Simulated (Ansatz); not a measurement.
```xyz
8

Al   -0.9367   -0.4726   -0.5546
F     1.3529    1.4487   -1.2443
Cl   -0.2732   -2.3163   -1.2655
Cl   -2.5749    0.5660   -1.3429
H     1.2333    1.4881   -0.3333
O    -0.2505    0.3397    0.9355
O     0.8364   -0.5299    1.4255
H     0.6125   -0.5237    2.3795
```

Not at a stationary point (largest force 1.4 eV/Å).

Theory: Ansatz, RKS PBE/def2-SVP.

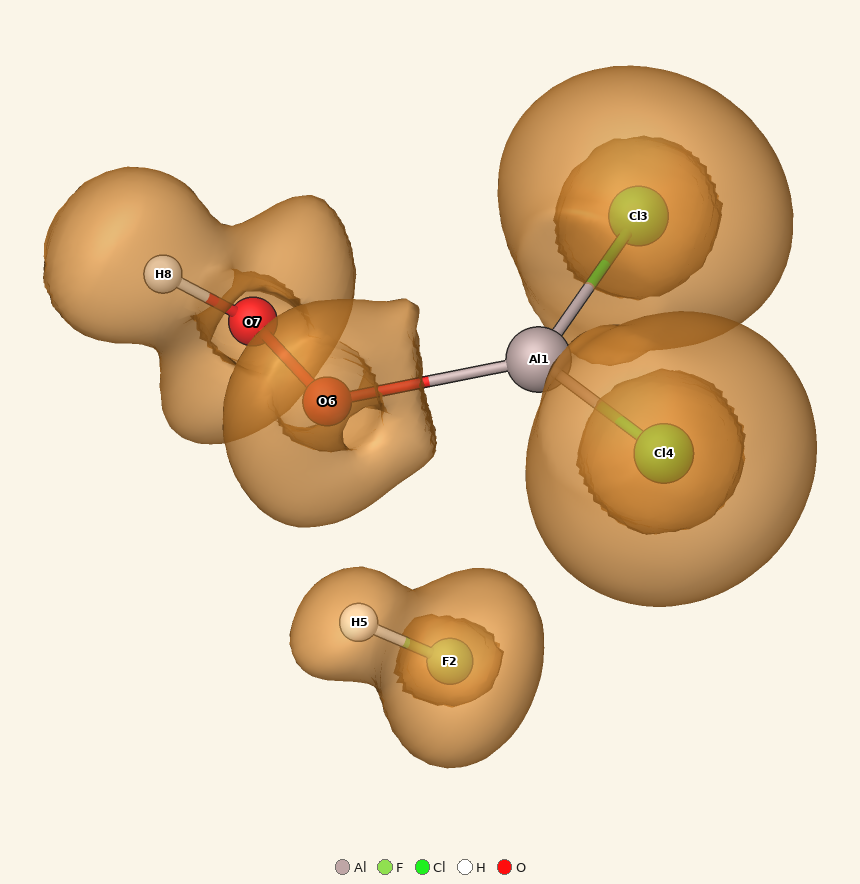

AlCl2HO2···HF. Isosurface of the ELF at 0.75 (orange), seen at a tilt. Core shells and regions of very low density are left out.

Question: What do the ELF domains correspond to?

Answer: At this value the surface marks out two regions on Cl in which the atom's valence shell and bonds are merged, one region wrapped around O (its valence shell), one joined region spread over several atoms (F, H), in which their bonds and any lone pairs are merged and one joined region spread over several atoms (H, O), in which their bonds and any lone pairs are merged. Along the contacts the grid gives the following. Al1···F2 (3.07 Å): the ELF dips to about 0.05 between them. O–O (1.48 Å): the ELF peaks at about 0.75 between the atoms.
